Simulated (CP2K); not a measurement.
# SiNH3O (SMILES N[Si]O) at PM6

Aim: the energy change on altering one bond length of SiNH3O at PM6, from 2 runs. 

The calculation is run with CP2K 2026.2.

5 further runs of the same task are left out: 2 that didn't finish, 3 set aside as unsound or not needed.

### Step 1. The structure to begin with

SiNH3O has 6 atoms, charge 0, and is taken as a singlet. SMILES: `N[Si]O`. The shape is that of a GFN2-xTB optimisation. This is one conformer, not always the lowest.

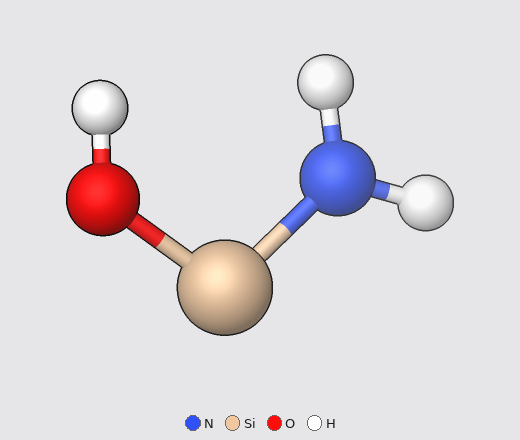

Viewed from a chosen angle; nitrogen blue, silicon light orange, oxygen red, hydrogen white.

### Step 2. Energy and forces at PM6

calc.inp

```
&GLOBAL
 PROJECT calc
 RUN_TYPE ENERGY_FORCE
 PRINT_LEVEL MEDIUM
&END GLOBAL
&FORCE_EVAL
 METHOD Quickstep
 &DFT
  CHARGE 0
  MULTIPLICITY 1
  &QS
   METHOD PM6
   EPS_DEFAULT 1.0E-10
   &SE
    &COULOMB
     CUTOFF [angstrom] 50
     RC_RANGE [angstrom] 0
    &END COULOMB
    &EXCHANGE
     CUTOFF [angstrom] 50
     RC_RANGE [angstrom] 0
    &END EXCHANGE
   &END SE
  &END QS
  &POISSON
   PERIODIC NONE
   POISSON_SOLVER ANALYTIC
  &END POISSON
  &SCF
   SCF_GUESS ATOMIC
   EPS_SCF 1.0E-07
   MAX_SCF 100
   ADDED_MOS 4
   &DIAGONALIZATION
    ALGORITHM STANDARD
   &END DIAGONALIZATION
   &MIXING
    METHOD DIRECT_P_MIXING
    ALPHA 0.4
   &END MIXING
  &END SCF
  &PRINT
   &MOMENTS
    PERIODIC F
    REFERENCE COM
    MAX_MOMENT 1
   &END MOMENTS
   &MO ON
    ENERGIES T
    OCCUPATION_NUMBERS T
    NDIGITS 6
    &EACH
     QS_SCF 0
    &END EACH
    ADD_LAST NUMERIC
   &END MO
   &HIRSHFELD OFF
   &END HIRSHFELD
  &END PRINT
 &END DFT
 &SUBSYS
  &CELL
   ABC [angstrom] 15 13.6 14.6
   PERIODIC NONE
  &END CELL
  &COORD
   SCALED T
   N    0.44974967   0.51079485   0.45857774
   Si   0.54466300   0.44039706   0.45242363
   O    0.59854633   0.47235147   0.54433596
   H    0.40145367   0.50788088   0.41095445
   H    0.43506167   0.55960294   0.50880788
   H    0.57857567   0.51913750   0.58904555
  &END COORD
 &END SUBSYS
 &PRINT
  &FORCES ON
  &END FORCES
 &END PRINT
&END FORCE_EVAL
```

Run with:

```sh
OMP_NUM_THREADS=1 cp2k.psmp calc.inp > calc.out
```

What it wrote:

```text
CP2K| version string:                                       CP2K version 2026.2
[...]
 GLOBAL| Method name                                                        CP2K
[...]
 GLOBAL| Run type                                                   ENERGY_FORCE
[...]
                             - Atoms:                                          6
[...]
                             - Spherical basis functions:                     20
[...]
 Number of electrons:                                                         18
[...]
     1 P_Mix/Diag. 0.40E+00    0.0     0.91089777       -17.2400760205 -1.72E+01
[...]
    21 DIIS/Diag.  0.32E-07    0.0     0.00000007       -21.4910872720 -1.03E-13
  *** SCF run converged in    21 steps ***
  Core-core repulsion energy [eV]:                            734.97326700999895
  Core Hamiltonian energy [eV]:                              -975.79646073249842
  Two-electron integral energy [eV]:                         -687.95806305931615
  Electronic energy [eV]:                                   -1319.77549226215638
  Total energy [eV]:                                         -584.80222525215754
  Atomic reference energy [eV]:                               583.20897389690629
  Heat of formation [kcal/mol]:                               -36.74125199701275
[...]
 SE_DIPOLE| Moment [Debye]          2.23797787      -1.62204885      -0.32267023
 SE_DIPOLE| Derivative [a.u.]       0.00000000       0.00000000       0.00000000
 ENERGY| Total FORCE_EVAL ( QS ) energy [hartree]            -21.491087271963742
 FORCES| Atomic forces [hartree/bohr]
 FORCES|   Atom     x               y               z               |f|
 FORCES|      1 -1.12731966E-02  5.03540597E-03 -3.18374288E-03   1.27505487E-02
 FORCES|      2  4.38367357E-03 -1.61393790E-02 -1.91767721E-02   2.54449354E-02
 FORCES|      3  1.00100800E-03  1.43643818E-02  2.18270921E-02   2.61487940E-02
 FORCES|      4 -6.61637540E-03  3.44174799E-03 -9.87688390E-04   7.52313638E-03
 FORCES|      5 -6.28869546E-03  6.43781211E-05 -5.37770790E-03   8.27475543E-03
 FORCES|      6  1.87935859E-02 -6.76653492E-03  6.89881918E-03   2.11324057E-02
 FORCES| Sum     3.46944695E-18  2.42861287E-17  2.77555756E-16
 FORCES| Total atomic force                                       2.78637849E-16
[...]
```

Run time: 0.88 s. Hardware: 1 thread of Intel Xeon 6975P-C (Granite Rapids), shared host; peak memory 0.18 GiB.

### Step 3. The distorted shape at the same level

job.inp

```
&global
 project job
 run_type ENERGY_FORCE
 print_level MEDIUM
&end global

&force_eval
 method Quickstep
 &dft
  charge 0
  multiplicity 1
  &qs
   method PM6
   eps_default 1.0E-10
   &se
    &coulomb
     cutoff [angstrom] 50
     rc_range [angstrom] 0
    &end coulomb
    &exchange
     cutoff [angstrom] 50
     rc_range [angstrom] 0
    &end exchange
   &end se
  &end qs
  &poisson
   periodic NONE
   poisson_solver ANALYTIC
  &end poisson
  &scf
   scf_guess ATOMIC
   eps_scf 1.0E-07
   max_scf 100
   added_mos 4
   &diagonalization
    algorithm STANDARD
   &end diagonalization
   &mixing
    method DIRECT_P_MIXING
    alpha 0.4
   &end mixing
  &end scf
  &print
   &moments
    periodic F
    reference COM
    max_moment 1
   &end moments
   &mo ON
    energies T
    occupation_numbers T
    ndigits 6
    &each
     qs_scf 0
    &end each
    add_last NUMERIC
   &end mo
   &hirshfeld OFF
   &end hirshfeld
  &end print
 &end dft
 &subsys
  &cell
   abc [angstrom] 15 14.3 14.6
   periodic NONE
  &end cell
  &coord
   SCALED T
   N    0.44974967   0.48705689   0.45857774
   Si   0.54466300   0.42010514   0.45242363
   O    0.59854633   0.45049535   0.54433596
   H    0.40145367   0.48428556   0.41095445
   H    0.42037360   0.57989486   0.55903822
   H    0.57857567   0.49499115   0.58904555
  &end coord
 &end subsys
 &print
  &forces ON
  &end forces
 &end print
&end force_eval
```

Run with:

```sh
OMP_NUM_THREADS=1 cp2k.psmp -i job.inp -o job.out
```

What it wrote:

```text
CP2K| version string:                                       CP2K version 2026.2
[...]
 GLOBAL| Method name                                                        CP2K
[...]
 GLOBAL| Run type                                                   ENERGY_FORCE
[...]
                             - Atoms:                                          6
[...]
                             - Spherical basis functions:                     20
[...]
 Number of electrons:                                                         18
[...]
     1 P_Mix/Diag. 0.40E+00    0.0     0.91486280       -17.4774974609 -1.75E+01
[...]
    23 DIIS/Diag.  0.39E-07    0.0     0.00000002       -21.3053340255 -2.13E-14
  *** SCF run converged in    23 steps ***
  Core-core repulsion energy [eV]:                            701.37184663192727
  Core Hamiltonian energy [eV]:                              -968.98454078637940
  Two-electron integral energy [eV]:                         -624.26985641103420
  Electronic energy [eV]:                                   -1281.11946899189638
  Total energy [eV]:                                         -579.74762235996923
  Atomic reference energy [eV]:                               583.20897389690629
  Heat of formation [kcal/mol]:                                79.82066900473006
[...]
 SE_DIPOLE| Moment [Debye]          2.37019653      -2.36775735      -1.24542927
 SE_DIPOLE| Derivative [a.u.]       0.00000000       0.00000000       0.00000000
 ENERGY| Total FORCE_EVAL ( QS ) energy [hartree]            -21.305334025497764
 FORCES| Atomic forces [hartree/bohr]
 FORCES|   Atom     x               y               z               |f|
 FORCES|      1 -5.06156839E-03  3.33847118E-02  4.18548707E-02   5.37772132E-02
 FORCES|      2 -2.67496202E-02  9.09382716E-03 -1.12053046E-02   3.03940574E-02
 FORCES|      3  4.17338704E-03  1.30843472E-02  2.28544052E-02   2.66634795E-02
 FORCES|      4 -6.00670953E-03  7.33923740E-03  4.99761195E-03   1.07201255E-02
 FORCES|      5  1.67347775E-02 -5.58440245E-02 -6.32828640E-02   8.60425983E-02
 FORCES|      6  1.69097336E-02 -7.05809914E-03  4.78128073E-03   1.89371724E-02
 FORCES| Sum    -2.42861287E-16 -1.11022302E-16  5.55111512E-17
 FORCES| Total atomic force                                       2.72743550E-16
[...]
```

Run time: 0.88 s. Hardware: 1 thread of Intel Xeon 6975P-C (Granite Rapids), shared host; peak memory 0.19 GiB.

### Step 4. Summary of results

Level: PM6.

| quantity | value |
| --- | --- |
| first shape: total energy | -21.49109 Eh |
| first shape: dipole moment | 2.78 D |
| first shape: HOMO energy | -7.95 eV |
| first shape: LUMO energy | -0.04 eV |
| first shape: HOMO–LUMO gap | 7.91 eV |
| first shape: heat of formation at this unrelaxed shape | -36.7 kcal/mol |
| first shape: largest force on an atom | 1.345 eV/Å |
| distorted shape: total energy | -21.30533 Eh |
| distorted shape: dipole moment | 3.57 D |
| distorted shape: HOMO energy | -7.44 eV |
| distorted shape: LUMO energy | -1.37 eV |
| distorted shape: HOMO–LUMO gap | 6.07 eV |
| distorted shape: heat of formation at this unrelaxed shape | 79.8 kcal/mol |
| distorted shape: largest force on an atom | 4.424 eV/Å |
| energy change with the N1–H5 bond stretched from 1.013 to 2.027 Å | 5.055 eV |

What this shows: One bond (distorted shape) is far stretched, which a spin-restricted single reference describes badly. With the N1–H5 bond stretched from 1.013 to 2.027 Å the energy rises by 5.05 eV (117 kcal/mol). The first shape isn't relaxed at this level, so the change isn't measured from a minimum. A restricted reference can't describe the breaking bond well at this length. The largest force (first shape) is 1.34 eV/Å: the shape isn't a stationary point for this species at this level.
